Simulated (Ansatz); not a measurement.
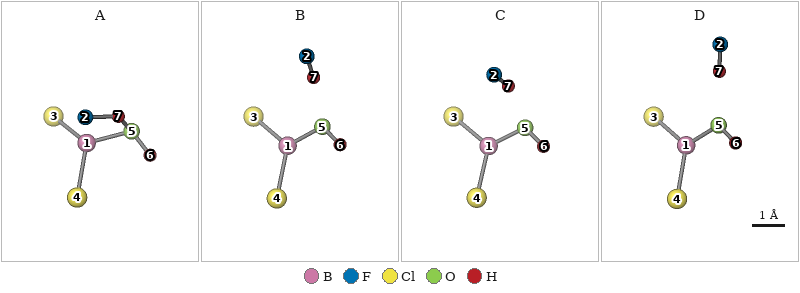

4 geometries from a converged minimum-energy path of BH2OCl2F, shuffled. The picture is a ball-and-stick view, seen at a tilt.

Method: RKS PBE0-D4/def2-SVPD (Ansatz 0.2.0). Run with 7 movable images; climbing image; force threshold 0.03 eV/Å; iteration limit 60; starting path through a guess of the saddle point.

> Which frame is the transition state?

A. In order along the path, whose images run from 0 to 8: A (image 2, +1.07 eV), C (image 5, +0.20 eV), B (image 6, +0.16 eV), D (image 7, +0.13 eV). Breaking: B1–F2 (1.36 → 1.66 at the top → 3.74 Å), O5–H7 (0.97 → 1.28 at the top → 1.77 Å). Forming: F2–H7 (2.30 → 1.11 at the top → 0.93 Å).

The run took 4.7 min on 4 threads of Arm Neoverse V1, on a shared host, peak memory 0.4 GiB.
